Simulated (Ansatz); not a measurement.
**C5H6 (pent-3-en-1-yne) at HF/3-21G**

Aim: the electronic atomisation energy of C5H6 (pent-3-en-1-yne) at HF/3-21G, from 3 runs. 

Program for the calculation: Ansatz 0.2.0.

**1. The molecule**

C5H6 has 11 atoms, charge 0, and is taken as a singlet. SMILES: `C#CC=CC`. Geometry: relaxed at PBE0-D4/def2-TZVP.

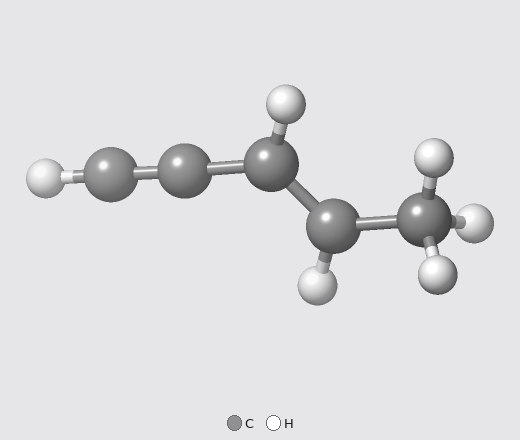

The structure, seen from a chosen angle (carbon grey, hydrogen white).

**2. The energy at HF/3-21G**

The input, input.yaml:

```yaml
crystal:
  periodic: [false, false, false]
  atoms:
    - {symbol: C, position_ang: [-1.516600, 1.700600, 2.003600]}
    - {symbol: C, position_ang: [-0.739100, 1.143700, 1.272900]}
    - {symbol: C, position_ang: [0.204200, 0.511000, 0.426200]}
    - {symbol: C, position_ang: [-0.092900, -0.483100, -0.413900]}
    - {symbol: C, position_ang: [0.889700, -1.151100, -1.304600]}
    - {symbol: H, position_ang: [-2.210500, 2.187700, 2.646400]}
    - {symbol: H, position_ang: [1.227200, 0.877200, 0.483800]}
    - {symbol: H, position_ang: [-1.121000, -0.834000, -0.456000]}
    - {symbol: H, position_ang: [1.889700, -0.729500, -1.189400]}
    - {symbol: H, position_ang: [0.593600, -1.055200, -2.354300]}
    - {symbol: H, position_ang: [0.941200, -2.224300, -1.094000]}
basis:
  gaussian:
    orbitals: 3-21G.json
magnetization:
  spin_polarized: false
  initial_magnetization: 0
accuracy: high
output: {orbitals: {seedname: orbitals}}
hamiltonian:
  xc: hf
```

The basis set 3-21G is read from a file made from the Basis Set Exchange's data (not shown).

On the command line:

```
ansatz run input.yaml --threads 1 --pin off --max-ram 3480MiB --events-out events.jsonl --progress --plain --runs-dir runs
```

Log:

```text
Warning: RAYON_NUM_THREADS=1 ignored (pool sized by the plan → 1); use --threads N
Functional definition: HF
  name "HF"
  exchange = exact_x
  correlation = 0
1345 factors; integrals over basis functions are off by at most 8.4e-9 eV
mean field evaluation 1: about -5213.5382 eV, gradient 2.4e1 eV
mean field evaluation 2: about -5214.0112 eV, gradient 2.4e1 eV
mean field evaluation 4: about -5215.8335 eV, gradient 1.8e0 eV
mean field evaluation 8: about -5215.8442 eV, gradient 1.9e-1 eV
mean field evaluation 16: about -5215.8443 eV, gradient 3.5e-8 eV
mean field -5215.84432414 eV, -191.6787434859 hartree, gradient 3.5e-8 eV, S^2 0.000000; 0 other end points of the search recorded, 0 dependent functions left out
reference -5215.84432414 eV, -191.6787434859 hartree; 18, 18 occupied and 39, 39 virtual orbitals, 1345 factors
Total energy: -5215.84432414 eV, -191.6787434859 hartree
```

It took 0.5 s on 1 thread of Intel Xeon 6975P-C (Granite Rapids), shared host; peak memory 0.14 GiB.

**3. The C atom, same level**

The input, molecule.yaml:

```yaml
crystal:
  periodic: [false, false, false]
  atoms:
    - {symbol: C, position_ang: [0.000000, 0.000000, 0.000000]}
basis:
  gaussian:
    orbitals: 3-21G.json
magnetization:
  spin_polarized: true
  initial_magnetization: 2
hamiltonian:
  xc: hf
accuracy: high
```

The basis set 3-21G is read from a file made from the Basis Set Exchange's data (not shown).

Run the same way, it converges to -37.48107 Eh (log not shown).

**4. The H atom**

The input, molecule.yaml:

```yaml
crystal:
  periodic: [false, false, false]
  atoms:
    - {symbol: H, position_ang: [0.000000, 0.000000, 0.000000]}
basis:
  gaussian:
    orbitals: 3-21G.json
magnetization:
  spin_polarized: true
  initial_magnetization: 1
hamiltonian:
  xc: hf
accuracy: high
```

The basis set 3-21G is read from a file made from the Basis Set Exchange's data (not shown).

Run the same way, it converges to -0.49620 Eh (log not shown).

**5. What came out**

Level: HF/3-21G.

```
                     quantity          value
       molecule: total energy  -191.67874 Eh
        molecule: HOMO energy       -8.92 eV
        molecule: LUMO energy        3.61 eV
      molecule: HOMO–LUMO gap       12.53 eV
         C atom: total energy   -37.48107 Eh
                 C atom: ⟨S²⟩          2.001
         H atom: total energy    -0.49620 Eh
                 H atom: ⟨S²⟩          0.750
electronic atomisation energy      35.271 eV
```

In words: Taking the molecule apart into free atoms costs 35.27 eV (3403 kJ/mol), before zero-point energy and without spin-orbit coupling. Hartree–Fock lacks the correlation of the bonding pairs, which as a rule makes this value much too low; in minimal bases other errors can mask that.
